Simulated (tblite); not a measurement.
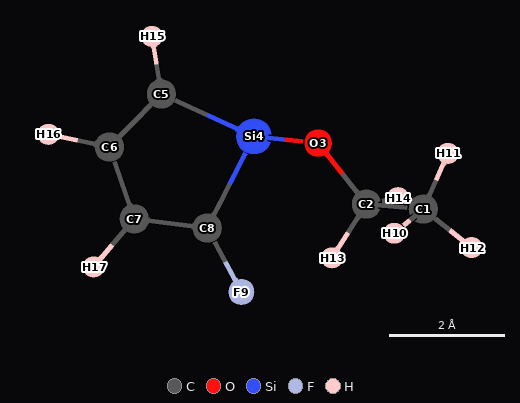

*The structure as given in the input (ball-and-stick view, seen at a tilt; atoms are numbered from 1 in the order of the input).*

Bond lengths as drawn: C–C 1.31 to 1.52 Å, C–F 1.35 Å, C–H 1.08 to 1.12 Å, C–O 1.37 Å, C–Si 1.85 to 1.86 Å and O–Si 1.70 Å.

## Geometry relaxation, with input and output: C6H8FOSi

The run: geometry relaxation of C6H8FOSi, multiplicity 2. Method and program: GFN2-xTB geometry optimisation, gas phase (tblite 0.8.0).

It belongs to a series of runs on one base structure; here: H removed from Si.

**Output**
```
step      E/eV     max force
  0    -744.42171    3.566
  1    -744.67245    1.703
  2    -744.74407    0.448
  3    -744.76275    0.352
  4    -744.79002    0.401
  5    -744.80823    0.392
  6    -744.82778    0.373
  7    -744.84514    0.357
  8    -744.86526    0.425
  9    -744.88811    0.446
 10    -744.91325    0.493
 11    -744.93717    0.360
 12    -744.95753    0.352
 13    -744.97452    0.320
 14    -744.99120    0.320
 15    -745.00689    0.328
 16    -745.01899    0.224
 17    -745.02869    0.207
 18    -745.03676    0.204
 19    -745.04367    0.274
 20    -745.05062    0.236
 21    -745.05842    0.252
 22    -745.07016    0.314
 23    -745.07875    0.332
 24    -745.09296    0.279
 25    -745.10406    0.283
 26    -745.11398    0.298
 27    -745.12299    0.294
 28    -745.13122    0.404
 29    -745.13944    0.263
 30    -745.14578    0.190
 31    -745.15052    0.126
 32    -745.15289    0.142
 33    -745.15820    0.190
 34    -745.16215    0.203
 35    -745.16563    0.127
 36    -745.16803    0.123
 37    -745.17048    0.157
 38    -745.17330    0.176
 39    -745.17604    0.145
 40    -745.17840    0.140
 41    -745.18076    0.132
 42    -745.18370    0.181
 43    -745.18709    0.189
 44    -745.18997    0.133
 45    -745.19212    0.091
 46    -745.19402    0.103
 47    -745.19566    0.113
 48    -745.19678    0.076
 49    -745.19749    0.057
 50    -745.19810    0.060
 51    -745.19873    0.067
 52    -745.19956    0.081
 53    -745.20061    0.078
 54    -745.20162    0.071
 55    -745.20240    0.057
 56    -745.20289    0.046
 57    -745.20323    0.048
 58    -745.20356    0.042
 59    -745.20390    0.039
 60    -745.20420    0.045
 61    -745.20447    0.049
 62    -745.20478    0.051
 63    -745.20522    0.050
 64    -745.20583    0.061
 65    -745.20648    0.055
 66    -745.20702    0.045
 67    -745.20750    0.056
 68    -745.20809    0.069
 69    -745.20886    0.063
 70    -745.20968    0.071
 71    -745.21041    0.066
 72    -745.21105    0.062
 73    -745.21174    0.066
 74    -745.21259    0.070
 75    -745.21352    0.068
 76    -745.21439    0.067
 77    -745.21509    0.081
 78    -745.21594    0.087
 79    -745.21674    0.077
 80    -745.21753    0.075
 81    -745.21800    0.065
 82    -745.21863    0.048
 83    -745.21923    0.042
 84    -745.21954    0.037
 85    -745.21971    0.036
 86    -745.21989    0.028
 87    -745.22004    0.026
 88    -745.22022    0.037
 89    -745.22035    0.037
 90    -745.22053    0.040
 91    -745.22075    0.045
 92    -745.22104    0.040
 93    -745.22137    0.046
 94    -745.22168    0.044
 95    -745.22195    0.057
 96    -745.22221    0.051
 97    -745.22260    0.054
 98    -745.22359    0.060
 99    -745.22443    0.079
100    -745.22554    0.102
101    -745.22703    0.115
102    -745.22939    0.155
103    -745.22986    0.331
104    -745.23522    0.306
105    -745.23837    0.209
106    -745.24256    0.117
107    -745.24090    0.286
108    -745.24809    0.142
109    -745.25034    0.116
110    -745.25459    0.169
111    -745.25852    0.139
112    -745.26336    0.136
113    -745.26564    0.099
114    -745.26682    0.112
115    -745.26794    0.092
116    -745.26890    0.084
117    -745.26924    0.052
118    -745.26951    0.029
119    -745.26980    0.036
120    -745.26994    0.030
121    -745.27005    0.021
122    -745.27011    0.029
123    -745.27015    0.013
124    -745.27018    0.010
125    -745.27020    0.009
```

**Trajectory as extended XYZ (Å, eV, eV/Å), 6 of the 126 frames kept, from step=0 to step=125**
```
17
Properties=species:S:1:pos:R:3:forces:R:3 step=0 energy=-744.42171
C     3.0514   -0.2155    0.4805    0.8920  -0.3740   0.3160
C     1.7413   -0.1685   -0.2800    1.0590  -1.1990  -0.1640
O     0.9316    0.8383    0.1785   -2.0840   0.9330  -0.6880
Si   -0.5439    0.9087   -0.6691    1.7050   1.1760   0.8030
C    -1.9606    1.5292    0.3560    1.6660   1.8060   0.1150
C    -2.8288    0.5479    0.4233   -2.5180  -0.1750   1.1720
C    -2.5019   -0.6685   -0.2311   -2.7300  -2.2570   0.4150
C    -1.3558   -0.7377   -0.8638    1.7380  -0.2280  -0.7910
F    -0.8743   -1.8043   -1.5435   -0.2950  -0.0680   0.0370
H     2.8731   -0.6904    1.4570    0.2420   0.2700  -0.2870
H     3.4908    0.7818    0.6458   -0.3730  -0.3770  -0.1480
H     3.8019   -0.8236   -0.0816   -0.6540   0.4170   0.4690
H     1.2262   -1.1467   -0.1269    0.3970   0.3630  -0.4290
H     1.9602    0.0031   -1.3413   -0.0540  -0.2860  -0.0750
H    -2.0599    2.5179    0.7883   -0.1700  -0.3330  -0.1080
H    -3.7764    0.6917    1.0045    0.7940  -0.4960  -0.7220
H    -3.1818   -1.5513   -0.2065    0.3860   0.8280   0.0860
17
Properties=species:S:1:pos:R:3:forces:R:3 step=25 energy=-745.10406
C     3.1302   -0.1358    0.5149   -0.0330   0.0030   0.0400
C     1.9983   -0.2303   -0.4930   -0.0810  -0.0540   0.0230
O     1.1019    0.8583   -0.3330   -0.0640   0.0690   0.0820
Si   -0.5048    0.7384   -0.2684   -0.1830   0.0640   0.0420
C    -1.9557    1.4317    0.6185    0.0820   0.0510  -0.0040
C    -3.0086    0.5635    0.4365    0.1840   0.1430  -0.0380
C    -2.7436   -0.6500   -0.2619   -0.1110   0.0280   0.0870
C    -1.4603   -0.7673   -0.7143   -0.1240  -0.0890  -0.0210
F    -1.0207   -1.8376   -1.4296   -0.0220  -0.1190  -0.0020
H     2.7724   -0.4033    1.5073   -0.0420  -0.0100  -0.0200
H     3.5188    0.8776    0.5745    0.0770  -0.0360  -0.1760
H     3.9148   -0.8330    0.2312    0.0450   0.1130   0.0270
H     1.4749   -1.1743   -0.3452   -0.0830  -0.1430  -0.0170
H     2.3367   -0.2126   -1.5334    0.2350   0.1380   0.0750
H    -2.0706    2.4047    1.0626    0.0100  -0.0820   0.0250
H    -3.9957    0.7923    0.8149    0.1160  -0.1090  -0.0650
H    -3.4951   -1.4100   -0.3916   -0.0060   0.0330  -0.0570
17
Properties=species:S:1:pos:R:3:forces:R:3 step=50 energy=-745.19810
C     3.1506   -0.0309    0.5472    0.0110   0.0090   0.0290
C     2.1365   -0.2089   -0.5685    0.0240   0.0080   0.0190
O     1.0572    0.6800   -0.3680    0.0130   0.0190  -0.0390
Si   -0.5097    0.4180   -0.1443   -0.0090   0.0210  -0.0010
C    -1.8713    1.3257    0.6641    0.0260   0.0200  -0.0160
C    -3.0218    0.6109    0.4249    0.0100   0.0050   0.0330
C    -2.9103   -0.6085   -0.2948   -0.0470   0.0120   0.0220
C    -1.6397   -0.9201   -0.6969   -0.0220  -0.0240  -0.0160
F    -1.3350   -2.0551   -1.3821   -0.0120  -0.0470  -0.0260
H     2.6501   -0.1217    1.5073   -0.0020  -0.0100   0.0500
H     3.6142    0.9495    0.4876   -0.0140   0.0280   0.0190
H     3.9210   -0.7923    0.4812    0.0340  -0.0200  -0.0450
H     1.7861   -1.2437   -0.5998   -0.0440   0.0010   0.0010
H     2.5768    0.0372   -1.5396    0.0120   0.0110  -0.0050
H    -1.8586    2.2606    1.1921    0.0050  -0.0240  -0.0140
H    -3.9866    0.9378    0.7784    0.0230   0.0220   0.0050
H    -3.7664   -1.2264   -0.4987   -0.0080  -0.0320  -0.0160
17
Properties=species:S:1:pos:R:3:forces:R:3 step=75 energy=-745.21352
C     3.1256   -0.0025    0.5908   -0.0410  -0.0130  -0.0530
C     2.1834   -0.2109   -0.5833   -0.0610  -0.0110  -0.0260
O     1.0520    0.6234   -0.4565   -0.0120   0.0080  -0.0290
Si   -0.5174    0.3613   -0.2471    0.0190  -0.0110   0.0540
C    -1.8148    1.3078    0.6225    0.0250  -0.0130  -0.0050
C    -2.9965    0.6301    0.4400    0.0270  -0.0280   0.0360
C    -2.9523   -0.6016   -0.2682   -0.0060   0.0330  -0.0410
C    -1.7089   -0.9611   -0.7187    0.0120   0.0150   0.0150
F    -1.4722   -2.1159   -1.4009   -0.0250   0.0300   0.0010
H     2.6318   -0.2842    1.5166   -0.0010   0.0090   0.0380
H     3.4252    1.0398    0.6541   -0.0200   0.0150   0.0040
H     4.0098   -0.6177    0.4566    0.0310  -0.0190   0.0160
H     1.8759   -1.2587   -0.6427    0.0060  -0.0070  -0.0010
H     2.6731    0.0596   -1.5258   -0.0090   0.0280   0.0390
H    -1.7566    2.2402    1.1514    0.0300   0.0060  -0.0370
H    -3.9294    0.9949    0.8398    0.0020  -0.0230  -0.0270
H    -3.8359   -1.1924   -0.4385    0.0230  -0.0180   0.0160
17
Properties=species:S:1:pos:R:3:forces:R:3 step=100 energy=-745.22554
C     2.9612    0.0544    0.6434    0.0430   0.0330  -0.0520
C     2.2570   -0.2126   -0.6785   -0.0080   0.0060   0.0060
O     1.0247    0.4609   -0.7572    0.0280   0.0010   0.0260
Si   -0.4622    0.1792   -0.2293   -0.0030   0.0340   0.0130
C    -1.6698    1.2472    0.6292    0.0250   0.0380  -0.0290
C    -2.9019    0.6640    0.4713   -0.0050  -0.0360   0.0350
C    -2.9633   -0.5712   -0.2300   -0.0370  -0.0280   0.0270
C    -1.7670   -1.0287   -0.7085    0.0040   0.0190  -0.0200
F    -1.6434   -2.2075   -1.3752    0.0030   0.0080   0.0150
H     2.3998   -0.3663    1.4773    0.0110   0.0290  -0.0970
H     3.0720    1.1250    0.7969   -0.0580   0.0090   0.0160
H     3.9530   -0.3896    0.6161   -0.0260  -0.0490   0.0410
H     2.1084   -1.2886   -0.8151   -0.0110   0.0150  -0.0280
H     2.8478    0.1730   -1.5182    0.0210  -0.0420   0.0870
H    -1.5317    2.1661    1.1675    0.0380   0.0090  -0.0280
H    -3.8028    1.1094    0.8628    0.0100  -0.0360   0.0180
H    -3.8889   -1.1025   -0.3625   -0.0340  -0.0090  -0.0310
17
Properties=species:S:1:pos:R:3:forces:R:3 step=125 energy=-745.27020
C     2.5078    0.0178    0.7112    0.0000  -0.0060   0.0010
C     2.3055   -0.1530   -0.7828   -0.0030   0.0010   0.0010
O     1.0888    0.4039   -1.2263    0.0000  -0.0040  -0.0010
Si   -0.4039    0.2910   -0.6444    0.0000  -0.0060  -0.0050
C    -1.4379    1.2835    0.4914    0.0060  -0.0010  -0.0020
C    -2.6406    0.6324    0.6183    0.0020   0.0010   0.0020
C    -2.7834   -0.6231   -0.0371    0.0030  -0.0050  -0.0020
C    -1.6833   -1.0356   -0.7340    0.0050   0.0000   0.0010
F    -1.6473   -2.2071   -1.4213   -0.0030   0.0050   0.0040
H     1.7257   -0.5083    1.2558    0.0020  -0.0020  -0.0050
H     2.4658    1.0712    0.9769    0.0010  -0.0020  -0.0060
H     3.4741   -0.3843    1.0028    0.0000   0.0030   0.0010
H     2.3262   -1.2144   -1.0528    0.0030   0.0070   0.0040
H     3.0891    0.3678   -1.3416   -0.0060   0.0000   0.0040
H    -1.2516    2.2432    0.9374   -0.0020   0.0040   0.0030
H    -3.4538    1.0294    1.2037   -0.0080   0.0040   0.0030
H    -3.6880   -1.2024    0.0328    0.0000   0.0010  -0.0040
```

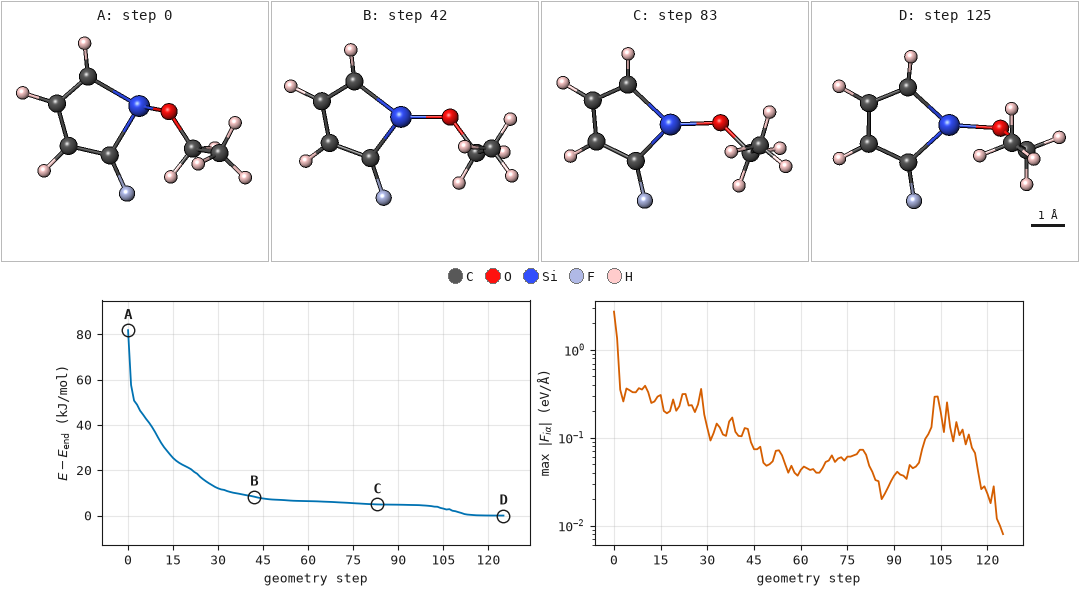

*Frames of the relaxation (ball-and-stick view, seen at a tilt) above the curves, on which the letters mark them (steps are counted from 0).*

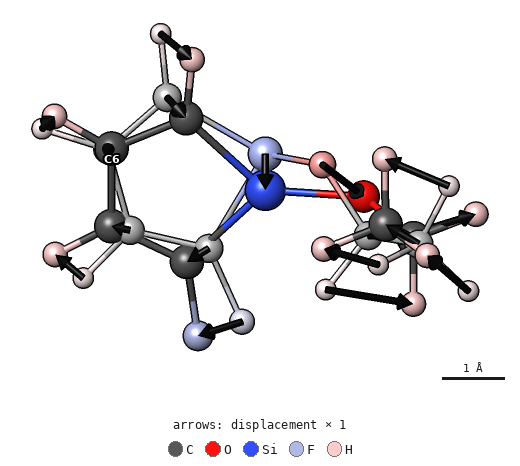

*Start (faint) and end (solid) with the displacements as black arrows, at true length (ball-and-stick view, seen at a tilt). The two geometries are laid on each other by the best rigid fit.*

H13 moves most after the best rigid fit: 1.50 Å. By element the largest moves are H 1.50 Å, O 1.43 Å, F 0.82 Å, C 0.77 Å, Si 0.60 Å. Among the contacts that change: O3–Si4 1.703 → 1.606 Å, C5–C6 1.312 → 1.374 Å, C6–H16 1.121 → 1.078 Å, C2–O3 1.371 → 1.410 Å. Among the angles that change: O3–Si4–C5 113.6° → 135.4°, C2–O3–Si4 112.1° → 131.3°, O3–Si4–C8 113.4° → 132.6°. Over 125 geometry steps the energy falls by 81.9 kJ/mol. The largest force component goes from 2.7 to 0.008 eV/Å. (Atoms are counted from 1 in the order of the input.)

The run was set up as follows.

**The input**
```
{"job": {"kind": "relax", "xc": "GFN2-xTB", "basis": "xTB"}, "charge": 0, "multiplicity": 2}
C      3.051400    -0.215500     0.480500
C      1.741300    -0.168500    -0.280000
O      0.931600     0.838300     0.178500
Si    -0.543900     0.908700    -0.669100
C     -1.960600     1.529200     0.356000
C     -2.828800     0.547900     0.423300
C     -2.501900    -0.668500    -0.231100
C     -1.355800    -0.737700    -0.863800
F     -0.874300    -1.804300    -1.543500
H      2.873100    -0.690400     1.457000
H      3.490800     0.781800     0.645800
H      3.801900    -0.823600    -0.081600
H      1.226200    -1.146700    -0.126900
H      1.960200     0.003100    -1.341300
H     -2.059900     2.517900     0.788300
H     -3.776400     0.691700     1.004500
H     -3.181800    -1.551300    -0.206500
```

The first line tells a small driver script what to run in tblite; the rest is the geometry in Å.

Launch command:
```bash
OMP_NUM_THREADS=1 python <driver script> task.json out
```

**Results in brief**

- outcome: converged
- total energy: −745.2702 eV
- hardware: 1 CPU thread, shared host
- wall time: 1.1 s
- peak memory: 0.18 GiB
